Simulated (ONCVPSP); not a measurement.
Run report: Ti, pseudopotential generation

- system: titanium (Ti, Z = 22), core [Ne], reference valence 3s2 3p6 3d2 4s1 (an ion of charge +1), valence charge 12.
- method: ONCV potential, revPBE, scalar-relativistic, made with ONCVPSP 4.0.1

## The input
```
# ATOM AND REFERENCE CONFIGURATION
# atsym  z   nc   nv     iexc    psfile
  Ti 22.00    3    4  -102130      upf
#
#   n    l    f
    1    0    2.00
    2    0    2.00
    2    1    6.00
    3    0    2.00
    3    1    6.00
    3    2    2.00
    4    0    1.00
#
# PSEUDOPOTENTIAL AND OPTIMIZATION
# lmax
    2
#
#   l,   rc,      ep,       ncon, nbas, qcut
    0    1.80    0.00    5    9   10.50
    1    1.74    0.00    4    9   10.30
    2    2.50    0.00    3    8    9.30
#
# LOCAL POTENTIAL
# lloc, lpopt,  rc(5),   dvloc0
    4    5    1.54    0.00
#
# VANDERBILT-KLEINMAN-BYLANDER PROJECTORs
# l, nproj, debl
    0    2    1.20
    1    2    3.40
    2    2    2.40
#
# MODEL CORE CHARGE
# icmod, fcfact, rcfact
    0    0.00    0.00
#
# LOG DERIVATIVE ANALYSIS
# epsh1, epsh2, depsh
   -4.00    5.00    0.02
#
# OUTPUT GRID
# rlmax, drl
    6.00    0.01
#
# TEST CONFIGURATIONS
# ncnf
    4
# nvcnf
#   n    l    f
    4
    3    0    2.00
    3    1    6.00
    3    2    2.00
    4    0    2.00
#
    4
    3    0    2.00
    3    1    6.00
    3    2    2.00
    4    0    0.00
#
    4
    3    0    2.00
    3    1    6.00
    3    2    1.00
    4    0    0.00
#
    4
    3    0    2.00
    3    1    6.00
    3    2    2.50
    4    0    1.50
#
```

Hardware: 1 CPU thread, shared host.

Run as:
```bash
oncvpsp.x < Ti.dat > Ti.out
```

## Output (extracts)
```
ONCVPSP  (Optimized Norm-Conservinng Vanderbilt PSeudopotential)
scalar-relativistic version 4.0.1

#   n    l    f        energy (Ha)
    1    0    2.00    -1.7921932E+02
    2    0    2.00    -2.0001411E+01
    2    1    6.00    -1.6590021E+01
    3    0    2.00    -2.5705566E+00
    3    1    6.00    -1.6954849E+00
    3    2    2.00    -4.1484900E-01
    4    0    1.00    -3.7640697E-01

Reference configufation results
  iterations    23
  all-electron total energy (Ha)   -8.53423594D+02

Begin loop to  construct optimized pseudo wave functions
and semi-local pseudopoentials for all angular momenta

Calculating optimized projector #   1

 for l=   0

    Fraction of norm inside rc  0.965309
    Optimizing pswf for qcut=  10.49 a_B^-1,  ecut=  55.05 Ha
    Residual kinetic energy error=  1.33D-09 Ha

    Energy error per electron        Cutoff
         Ha          eV             Ha
         0.01000     0.27211       22.49
         0.00100     0.02721       29.90
         0.00010     0.00272       36.09
         0.00001     0.00027       41.06

Calculating optimized projector #   2

 for l=   0

    Fraction of norm inside rc  0.076306
    Optimizing pswf for qcut=  10.49 a_B^-1,  ecut=  55.05 Ha
    Residual kinetic energy error=  1.97D-10 Ha

    Energy error per electron        Cutoff
         Ha          eV             Ha
         0.01000     0.27211       14.84
         0.00100     0.02721       24.28
         0.00010     0.00272       31.46
         0.00001     0.00027       37.46

   Wellstate for l =  1  n =  5
     eigenvalue =   1.7045
     asymptotic potential =   2.2045
     half-point radius =  3.1053

Calculating optimized projector #   1

 for l=   1

    Fraction of norm inside rc  0.917836
    Optimizing pswf for qcut=  10.30 a_B^-1,  ecut=  53.03 Ha
    Residual kinetic energy error=  1.21D-09 Ha

    Energy error per electron        Cutoff
         Ha          eV             Ha
         0.01000     0.27211       16.19
         0.00100     0.02721       22.14
         0.00010     0.00272       27.78
         0.00001     0.00027       33.06

Calculating optimized projector #   2

 for l=   1

    Fraction of norm inside rc  0.127993
    Optimizing pswf for qcut=  10.30 a_B^-1,  ecut=  53.03 Ha
    Residual kinetic energy error=  4.34D-10 Ha

    Energy error per electron        Cutoff
         Ha          eV             Ha
         0.01000     0.27211       14.63
         0.00100     0.02721       19.77
         0.00010     0.00272       24.34
         0.00001     0.00027       28.38

   Wellstate for l =  2  n =  6
     eigenvalue =   1.9852
     asymptotic potential =   2.4852
     half-point radius =  4.7408

Calculating optimized projector #   1

 for l=   2

    Fraction of norm inside rc  0.879860
    Optimizing pswf for qcut=   9.30 a_B^-1,  ecut=  43.29 Ha
    Residual kinetic energy error=  7.94D-11 Ha

    Energy error per electron        Cutoff
         Ha          eV             Ha
         0.01000     0.27211       17.25
         0.00100     0.02721       21.52
         0.00010     0.00272       25.17
         0.00001     0.00027       28.39

Calculating optimized projector #   2

 for l=   2

    Fraction of norm inside rc  0.186245
    Optimizing pswf for qcut=   9.30 a_B^-1,  ecut=  43.29 Ha
    Residual kinetic energy error=  8.60D-11 Ha

    Energy error per electron        Cutoff
         Ha          eV             Ha
         0.01000     0.27211       20.10
         0.00100     0.02721       25.06
         0.00010     0.00272       29.13
         0.00001     0.00027       32.59

Construct Vanderbilt / Kleinmman-Bylander projectors

B matrix Hermiticity error, ll=   0
   1   2    1.5343E-04

  Orthonormal projector coefficients  7.7050E+00 -3.0891E-01

B matrix Hermiticity error, ll=   1
   1   2   -2.6700E-04

  Orthonormal projector coefficients -9.6138E-01  4.5211E-01

B matrix Hermiticity error, ll=   2
   1   2    7.4875E-05

  Orthonormal projector coefficients -3.6289E+00 -1.1528E+00

Pseudoatom total energy  -57.364319

Diagnostic tests using Vanderbilt-Kleinman-Bylander pseudopotentials
  1 or more projectors used as specified by nproj input data

   l    rcore       rmatch      e in        delta e   norm test  slope test

   0   1.8044255   1.8592118  -2.5705566   0.0000005   1.0001270   1.0001148
   0   1.8044255   1.8592118  -0.3764070   0.0000019   1.0000199   1.0000169

   1   1.7408088   1.7936635  -1.6954849   0.0000042   1.0000780   1.0000846
   1   1.7408088   1.7936635   1.7045151   0.0000434   1.0001253   1.0001253

   2   2.5074247   2.5835556  -0.4148490  -0.0000007   1.0000319   1.0000360
   2   2.5074247   2.5835556   1.9851510   0.0000015   1.0000462   1.0000462

 Testing for bound ghosts
   n   l    E NL Schr. Eq   E Basis Diag.   E Cutoff

   1   0       -2.570556       -2.570555    107.77
   2   0       -0.376405       -0.339290    107.77

   2   1       -1.695481       -1.695475    130.82

   3   2       -0.414850       -0.414749     54.89

 Testing for highly-localized positive-energy ghosts
       l    <radius>/rc     E Basis Diag.   E Cutoff

Test configuration 0

   n   l     f        eae           eps        diff
   1   0  2.0000 -179.21932387
   2   0  2.0000  -20.00141135
   2   1  6.0000  -16.59002125
   3   0  2.0000   -2.57055659   -2.57055612    4.75D-07
   3   1  6.0000   -1.69548490   -1.69548074    4.16D-06
   3   2  2.0000   -0.41484900   -0.41484966   -6.52D-07
   4   0  1.0000   -0.37640697   -0.37640508    1.89D-06

    Total energies and differences
      AE_ref= -8.53423594D+02  AE_tst= -8.53423594D+02  dif=  0.00D+00
      PS_ref= -5.73643189D+01  PS_tst= -5.73643189D+01  dif=  7.96D-13
      PSP excitation error= -7.96D-13

Test configuration 1

   n   l     f        eae           eps        diff
   1   0  2.0000 -178.94894910
   2   0  2.0000  -19.73661247
   2   1  6.0000  -16.32474285
   3   0  2.0000   -2.30404043   -2.30314897    8.91D-04
   3   1  6.0000   -1.42863367   -1.42796125    6.72D-04
   3   2  2.0000   -0.15470311   -0.15402402    6.79D-04
   4   0  2.0000   -0.16271114   -0.16277813   -6.70D-05

    Total energies and differences
      AE_ref= -8.53423594D+02  AE_tst= -8.53691088D+02  dif= -2.67D-01
      PS_ref= -5.73643189D+01  PS_tst= -5.76318621D+01  dif= -2.68D-01
      PSP excitation error=  4.85D-05

Test configuration 2

   n   l     f        eae           eps        diff
   1   0  2.0000 -179.54386042
   2   0  2.0000  -20.31860585
   2   1  6.0000  -16.90783500
   3   0  2.0000   -2.88708473   -2.88851349   -1.43D-03
   3   1  6.0000   -2.01134897   -2.01250461   -1.16D-03
   3   2  2.0000   -0.71967281   -0.72070428   -1.03D-03

    Total energies and differences
      AE_ref= -8.53423594D+02  AE_tst= -8.52930006D+02  dif=  4.94D-01
      PS_ref= -5.73643189D+01  PS_tst= -5.68706588D+01  dif=  4.94D-01
      PSP excitation error= -7.28D-05

Test configuration 3

   n   l     f        eae           eps        diff
   1   0  2.0000 -180.17879691
   2   0  2.0000  -20.98416084
   2   1  6.0000  -17.57084545
   3   0  2.0000   -3.49386052   -3.48117063    1.27D-02
   3   1  6.0000   -2.60556259   -2.59448999    1.11D-02
   3   2  1.0000   -1.27189242   -1.25466891    1.72D-02

    Total energies and differences
      AE_ref= -8.53423594D+02  AE_tst= -8.51942913D+02  dif=  1.48D+00
      PS_ref= -5.73643189D+01  PS_tst= -5.58898729D+01  dif=  1.47D+00
      PSP excitation error=  6.23D-03

Test configuration 4

   n   l     f        eae           eps        diff
   1   0  2.0000 -178.88093615
   2   0  2.0000  -19.65657572
   2   1  6.0000  -16.24579491
   3   0  2.0000   -2.23421975   -2.23496936   -7.50D-04
   3   1  6.0000   -1.36215716   -1.36258721   -4.30D-04
   3   2  2.5000   -0.10425187   -0.10519240   -9.41D-04
   4   0  1.5000   -0.14676099   -0.14637610    3.85D-04

    Total energies and differences
      AE_ref= -8.53423594D+02  AE_tst= -8.53678026D+02  dif= -2.54D-01
      PS_ref= -5.73643189D+01  PS_tst= -5.76190048D+01  dif= -2.55D-01
      PSP excitation error=  2.54D-04
```

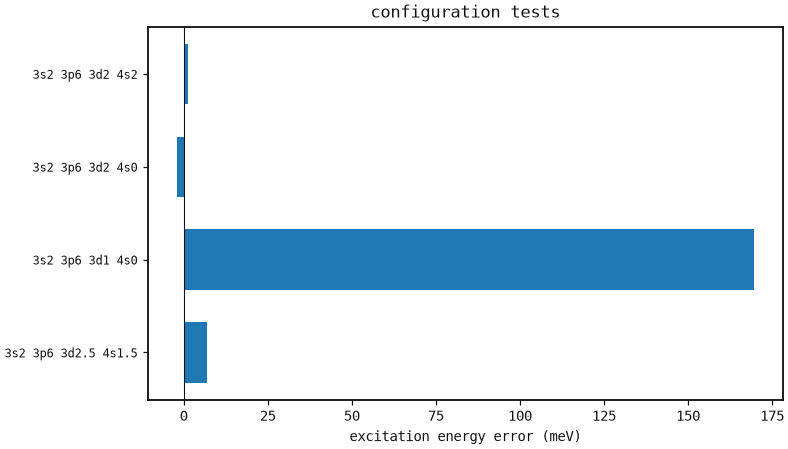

Figure 1. Errors, all-electron minus pseudo, of the energies of valence configurations relative to the unpolarised reference 3s2 3p6 3d2 4s1.

- Worst configuration: 3s2 3p6 3d1 4s0 (charge +3): the error is +170 meV on an all-electron energy of +40.29 eV relative to the reference, or 0.42 %.
- Configurations within 10 meV and within 50 meV: 3 and 3 of 4.
- Errors in meV: 3s2 3p6 3d2 4s2: +1.3; 3s2 3p6 3d2 4s0: -2.0; 3s2 3p6 3d1 4s0: +170; 3s2 3p6 3d2.5 4s1.5: +6.9.

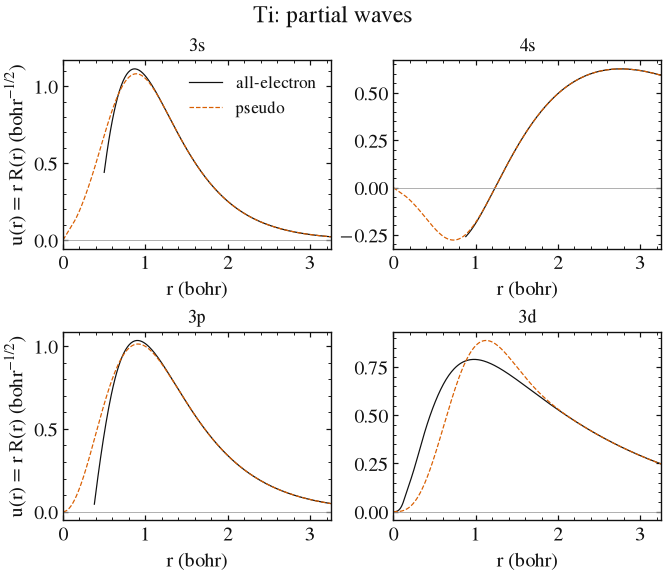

Figure 2. Partial waves u(r) = r R(r), all-electron (solid) and pseudo (dashed). The innermost oscillations of some all-electron curves aren't drawn. Reference configuration 3s2 3p6 3d2 4s1.

- Matching radii: 3s at 1.80 bohr; 4s at 1.80 bohr; 3p at 1.74 bohr; 3d at 2.50 bohr. The curves merge smoothly, so the plot gives these only roughly.
- Nodes of the pseudo-waves: 3s has no node; 4s has a node at about 1.2 bohr; 3p has no node; 3d has no node. A node in 4s is expected, since a lower shell of the same l is also in the valence and the two must stay orthogonal.

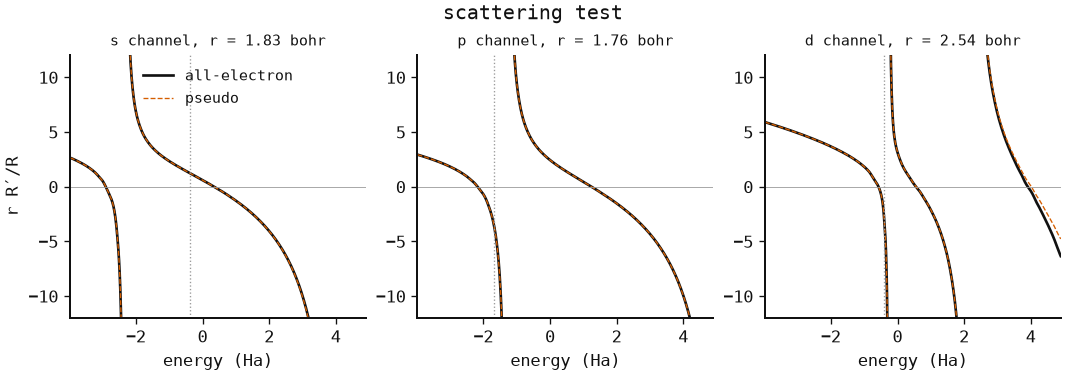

Figure 3. Logarithmic derivatives r R′/R at the test radius against energy, all-electron atom (solid) and pseudo-atom (dashed). Here R(r) is the radial function. The dotted line marks the reference energy of the channel. Not drawn: f: not judged.

- Zeros of the logarithmic derivative: s: all-electron -2.9 and 0.4 Ha, pseudo -2.9 and 0.4 Ha; p: all-electron -2.2 and 1.2 Ha, pseudo -2.2 and 1.2 Ha; d: all-electron -0.6, 0.6 and 3.9 Ha, pseudo -0.6, 0.6 and 4.0 Ha.
- Ghost states: the plot shows none: pseudo and all-electron curves have the same branches in all channels drawn. The separate test gives: no bound ghost flagged; no localised positive-energy state flagged.

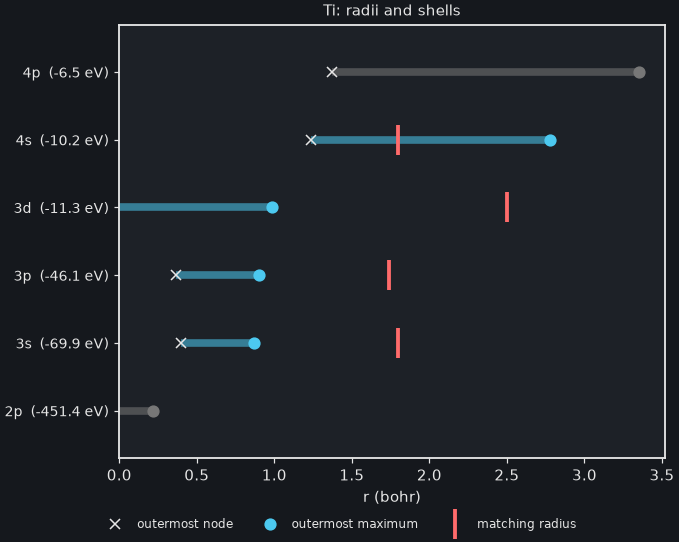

Figure 4. Outer shells of the all-electron reference atom: each bar runs from the outermost node (or the nucleus) to the outermost maximum of u(r); the tick is the radius chosen for the pseudo-wave. Shells without a tick have no pseudo-wave of their own. Levels, nodes and maxima are from ld1.x, scalar-relativistic.

- Radii against the shells: 3s: 1.80 bohr, outside the maximum; 3p: 1.74 bohr, outside the maximum; 3d: 2.50 bohr, outside the maximum; 4s: 1.80 bohr, between node and maximum.

## Key numbers

- outcome: generated
- cutoffs needed: 30 Ha and 36 Ha (the cutoffs at which the residual kinetic energy of the hardest occupied pseudo-wave falls to 1 and 0.1 mHa per electron)
- ghost test: no bound ghost flagged; no localised positive-energy state flagged
- largest excitation error: +170 meV (all-electron minus pseudo) for 3s2 3p6 3d1 4s0, out of 4 test configurations
- range over which the phases arctan(r R′/R) at the test radius agree within 0.05 rad (a looser test near the poles than one of phase shifts): s: over the whole range computed; p: over the whole range computed; d: up to about 3.5 Ha; f: not judged, local potential alone
- wall time: 3.2 s
